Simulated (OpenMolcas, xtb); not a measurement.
## SnHClOF2 (SMILES [OH][Sn]([F])([F])[Cl]): methods side by side

SnHClOF2: 6 atoms, total charge 0, spin state singlet. SMILES: `[OH][Sn]([F])([F])[Cl]`. Geometry: relaxed at PBE0-D4/def2-TZVP. This is one conformer, not always the lowest.

Quantity: the vertical energy of the triplet above the singlet, in eV. The values are calculated.

| level | kind | program | value (eV) | CPU time (all runs) |
| --- | --- | --- | --- | --- |
| GFN2-xTB | semi-empirical | xtb | 4.02 | under 2 s |
| HF/def2-SVP (core potential) | Hartree–Fock | OpenMolcas | 5.27 | 24 s |
| SVWN5/def2-SVP (core potential) | LDA | OpenMolcas | 4.68 | 76 s |
| BLYP/def2-SVP (core potential) | GGA | OpenMolcas | 4.65 | 5.4 min |
| r2SCAN/def2-SVP (core potential) | meta-GGA | OpenMolcas | 5.08 | 2.1 min |
| PBE0/def2-SVP (core potential) | global hybrid | OpenMolcas | 5.32 | 98 s |

Spin-orbit coupling, which can split open shells on such heavy atoms by tenths of an eV, is left out. The values span 4.02 to 5.32 eV. The xTB rows lack spin polarisation, so open shells miss the exchange term that lowers them. CPU times are rough (shared hosts, several kinds of processor): they show what a rung costs within a factor of a few.

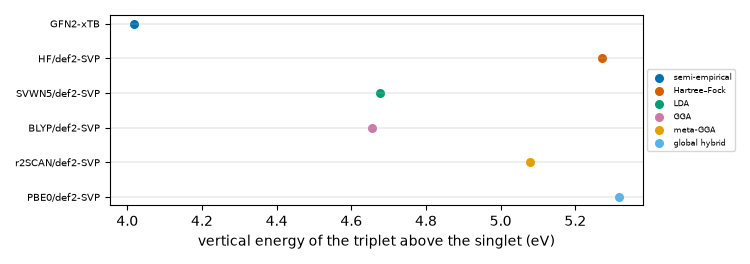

The values of the table, level by level.
